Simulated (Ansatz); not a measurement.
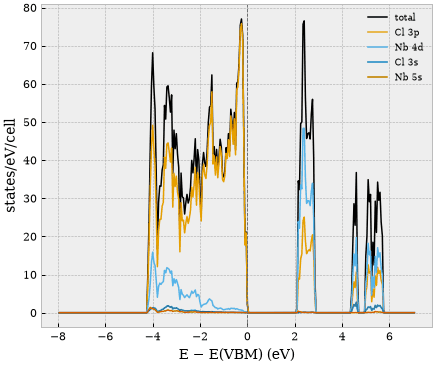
Figure: Total and projected density of states of NbCl$_{5}$ in space group C2/m (No. 12; Pearson symbol mS72), LDA (plane waves, PAW; program Ansatz)

### Question
Which orbitals carry the states next to the gap?

### Answer
Top 1 eV of the valence band: Cl 3p 97 %. Bottom 1 eV of the conduction band: Nb 4d 63 %, Cl 3p 33 %. Projections are on Löwdin-orthogonalised atomic valence shells; empty p or d shells of many metals are not among them.

### Question
Where is the tallest occupied peak in this window, and what makes it?

### Answer
Near -0.3 eV, about 77 states/eV per cell; the largest projected share is Cl 3p.

The workflow started from a Materials Project entry (that database holds measured and hypothetical structures alike); the Crystallography Open Database files this formula in space group No. 12, but the cells were not matched. Its standing as an ambient phase is unchecked. The LDA relaxation kept the symmetry of its start; its stability against distortions is not shown here. The run is not spin-polarised. A crystal of weakly bound molecules computed without a dispersion correction: the cell and the soft elastic constants depend strongly on that. Scalar-relativistic: spin–orbit coupling is off unless named, which matters more the heavier the elements.

Potentials: the later of the program's two PAW sets.
